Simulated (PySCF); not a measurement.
Vertical excitations of a molecule C5H7BO from TDA-PBE/def2-SVPD (PySCF 2.14.0), as energy in eV (oscillator strength): 4.14 (0.000), 4.89 (0.208), 5.40 (0.197), 5.46 (0.001), 6.04 (0.000), 6.11 (0.067), 6.29 (0.001), 6.30 (0.001), 6.34 (0.003), 6.56 (0.033). Lowest triplet (TDA): 3.64 eV. Geometry optimised at PBE0-D3(BJ)/def2-SVP. One conformer was computed; it need not be the lowest.

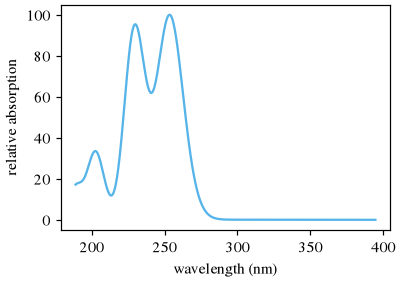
*The lines broadened by 0.4 eV.*

### Question
Pick the molecule that these values belong to.
(A) C=CB(O)C#CC
(B) C#CB(C=C)CO
(C) C#CCB(C)C=O
(D) C=CC1=CB(C)O1

### Answer
A, C=CB(O)C#CC
